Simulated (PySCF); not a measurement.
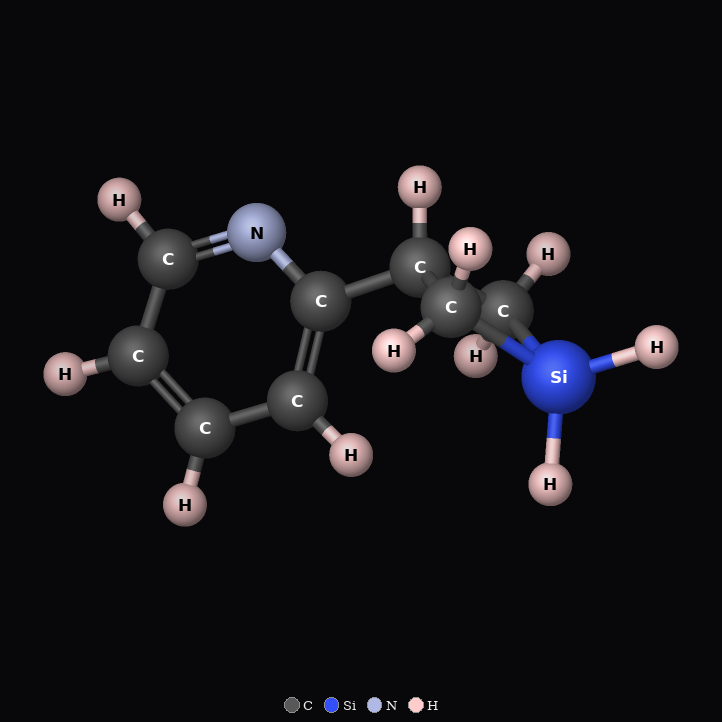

The geometry was computed by an optimisation with GFN2-xTB. No frequency run is at hand to confirm it as a minimum. Method: PBE0/pcSseg-1, gas phase (PySCF 2.14.0).

What does the calculation give?

The species is C8H11NSi (`c1ccc(C2C[SiH2]C2)nc1`).
- dipole moment: 1.70 D
- HOMO energy (Kohn–Sham orbital): −7.22 eV
- LUMO energy (Kohn–Sham orbital): −0.63 eV
- HOMO–LUMO gap: 6.59 eV

The geometry is semi-empirical. Around Si such bond lengths and angles can be off by a tenth of an ångström or more and by several degrees, and values that hang on the shape move with them.
